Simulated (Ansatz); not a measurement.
# GaN: pressure series

The reference is GaN in the wurtzite structure (space group P6_3mc, No. 186).

```yaml
crystal:
  lattice:
    - [3.18261, 0.00000, 0.00000]
    - [-1.59131, 2.75622, 0.00000]
    - [0.00000, 0.00000, 5.18530]
  atoms:
    - { symbol: Ga, position: [0.66667, 0.33333, 0.00091] }
    - { symbol: Ga, position: [0.33333, 0.66667, 0.50091] }
    - { symbol: N, position: [0.66667, 0.33333, 0.62429] }
    - { symbol: N, position: [0.33333, 0.66667, 0.12429] }
```

Cell and atoms are relaxed at each pressure.

The values are results of plane-wave PAW DFT at the PBEsol level (Ansatz, a first-principles code, 420 eV), no SOC, not measurements.

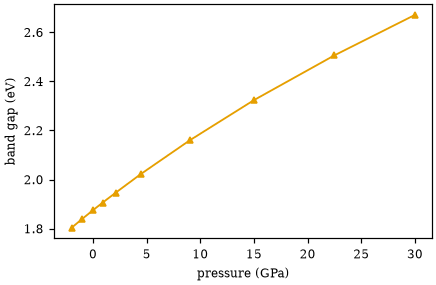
*Band gap against pressure*

```
pressure (GPa)  band gap
--------------  --------
-2               1.80 eV
-1               1.84 eV
0.9              1.91 eV
2.1              1.95 eV
4.5              2.02 eV
9                2.16 eV
15               2.32 eV
22.5             2.51 eV
30               2.67 eV
```

Load acts through the strain it causes; cell and atoms are relaxed under it. Stability against distortions was not tested. Tetrahedral semiconductors of this kind turn to denser phases somewhere between about 1 and 50 GPa; those were not computed, so compressed cells here can lie past the real transition.
